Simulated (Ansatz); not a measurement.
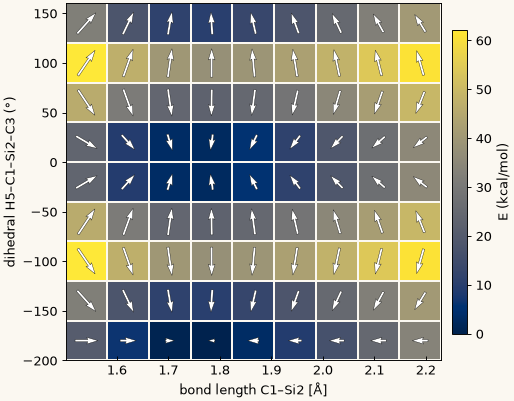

Energy landscape of C2H5NaSi, SMILES C=[Si](C)[Na]. 
- The first coordinate is: bond length C1–Si2; the second: dihedral H5–C1–Si2–C3.
- Nothing is relaxed (all other coordinates rigid).
- The scan uses a 9 × 9 grid.
- Points are written as (first, second).
- All energies are given in kcal/mol relative to the lowest grid point.
- Energies and slopes of some neighbouring points disagree (a jump in structure or state, or too coarse a mesh).
- Theory: RKS PBE-D4/def2-SVP (Ansatz 0.2.0).

Drawn: one coloured cell a grid point, arrows along the force (downhill), their lengths compressed. 

Question: What does the map say about the system?

Answer: The lowest grid point is at (1.784 Å, −180°). Other grid points that lie below all their neighbours: (1.784 Å, 20°) (2.6 kcal/mol higher). The highest grid point, (1.541 Å, 100°), lies 62.1 kcal/mol above the lowest.

The input of one point:

```yaml
crystal:
  periodic: [false, false, false]
  atoms:
    - { symbol: C, position_ang: [-0.530272, 1.522778, -0.418943] }
    - { symbol: Si, position_ang: [-0.286499, -0.237585, -0.574991] }
    - { symbol: C, position_ang: [0.701758, -0.965033, 0.904379] }
    - { symbol: Na, position_ang: [-1.350174, -1.397636, -2.802398] }
    - { symbol: H, position_ang: [-1.077851, 2.109482, -1.178128] }
    - { symbol: H, position_ang: [-0.154929, 2.123963, 0.431722] }
    - { symbol: H, position_ang: [0.112568, -1.739077, 1.439538] }
    - { symbol: H, position_ang: [1.640077, -1.449483, 0.561389] }
    - { symbol: H, position_ang: [0.963969, -0.162241, 1.624958] }
basis:
  gaussian: { orbitals: def2-SVP }
hamiltonian:
  xc: pbe
  dispersion: d4
output:
  forces: true
```

Each point was launched as `ansatz run input.yaml --threads 1 --pin off --max-ram 2560MiB --backend cpu --events-out ev --progress --plain --runs-dir out`. The whole map (81 points run) took 14 min on 1 thread of Arm Neoverse V2, with other jobs on the host.
